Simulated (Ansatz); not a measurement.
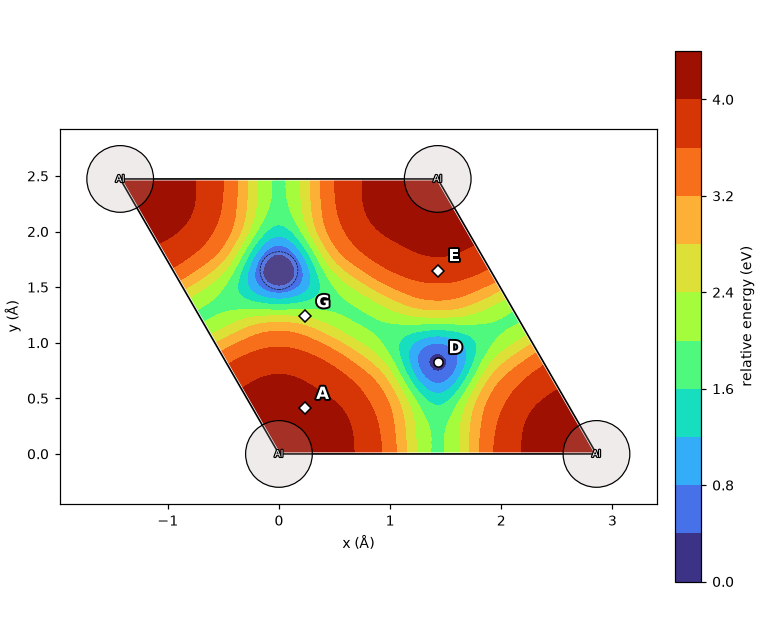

N on an Al(111) slab cut from the Fm-3m phase, its upper half relaxed before the scan (3 atoms of substrate and one adsorbate in a 1 × 1 cell). N is moved over the surface cell; relaxed at each place: the height of the adsorbate's atoms; substrate rigid; the origin of the map has the adsorbate above Al3. Places are given modulo a cell vector. The map is drawn in real space over the plane of the surface. The grid has 6 × 6 points; 10 points were computed and 26 follow by symmetry. All energies are given in eV relative to the lowest grid point. With one adsorbate in each 1 × 1 cell, its nearest image is 2.9 Å away, so neighbouring adsorbates interact. All numbers below come from DFT PBE, scalar-relativistic, plane waves, PAW in Ansatz 0.2.0. Settings: cutoff 420 eV, k-mesh 9×9×1, gaussian smearing 0.1 eV, no spin polarisation.

In the figure: filled contours, labelled circles for the atoms of the top layer and small ones for the second layer, the outline of one cell of the plane, lettered points. Between grid points the surface is interpolated.

**Is D the lowest point of the computed grid?**

No. D lies 0.28 eV above the lowest grid point, which is at a threefold hollow over a second-layer Al atom, (2/6, 4/6) of the cell vectors. It is a local minimum.

**What kind of point is each of D, E: minimum, saddle, maximum or slope?**

D: minimum; E: on a slope. (In these two coordinates alone; a stationary point may lie a little off the grid point.)

**Rank the lettered points by energy, lowest first.**

D (0.28 eV), G (2.36 eV), E (3.80 eV), A (4.20 eV).

PAW datasets: the set soft_1.
